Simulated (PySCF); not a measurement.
**C$_{3}$H$_{7}$FO$_{3}$Si$_{2}$: density, localisation and related maps**

```xyz
16

O     1.3811    1.3267    0.0023
C     1.4717    0.1592    0.3020
O     2.6549   -0.4568    0.4182
C     0.3100   -0.7363    0.4898
Si   -0.2809   -1.0926   -1.3152
O    -1.1356    0.2693   -1.5215
Si   -1.4376    1.2982   -0.2527
C    -0.8302    0.0692    1.1030
F    -0.4249    0.6528    2.2952
H     3.3755    0.1721    0.2546
H     0.5957   -1.6073    1.0766
H    -1.1697   -2.2483   -1.3103
H     0.7996   -1.1063   -2.2873
H    -0.7765    2.5652   -0.4534
H    -2.8982    1.3560   -0.2006
H    -1.6426   -0.6124    1.3879
```

Geometry: GFN2-xTB.

All numbers below come from PBE0/pcSseg-1, SCF density, gas phase, non-relativistic in PySCF 2.14.0.

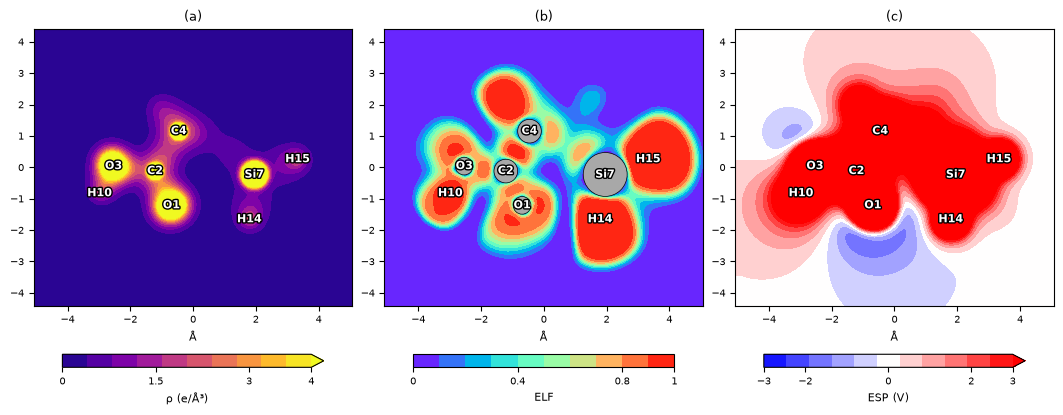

Figure 1. (a) total electron density; (b) ELF; (c) electrostatic potential on the plane of atoms O1, C2 and C4. Grey discs cover the atomic cores in the ELF map.

Question: Interpret the plot.

Answer:
- The section cuts through O, C, Si and H sites.
- C–O (1.21 Å): the density is about 3.3 e/Å³ at the midpoint; the ELF peaks at about 0.85 between the atoms: a multiple bond.
- C–C (1.48 Å): ρ is about 1.8 e/Å³ halfway; the ELF peaks at about 0.95 between the atoms, as expected for a covalent bond.
- O–H (0.97 Å): ρ at the midpoint is about 3.7 e/Å³; the ELF climbs to about 1 towards the hydrogen, as it does in any bond to H: an ordinary covalent bond to hydrogen.
- C–O (1.34 Å): ρ at the midpoint is about 2.5 e/Å³; the ELF peaks at about 0.90 between the atoms, as expected for a shared but strongly polarised pair.
- The ELF also peaks beside O1 and O3, away from the bonds: lone-pair regions.
- Outside the dense part of the molecule the potential is most negative (−1.7 V) near O1.

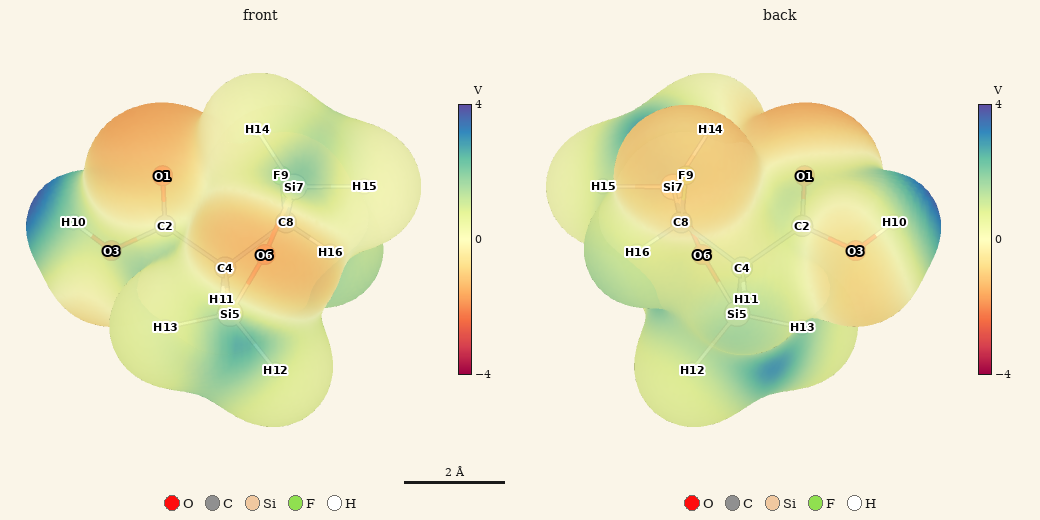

Figure 2. The electrostatic potential painted on the density surface at 0.004 e/bohr³, seen from the front and from behind; the colour scale runs from red (negative) to blue (positive).

Question: Where is the surface potential most negative and most positive?

Answer: The most negative region (about −1.6 V) lies over O1, the most positive (about +3.5 V) over H10. O1 is the likeliest acceptor of a hydrogen bond.
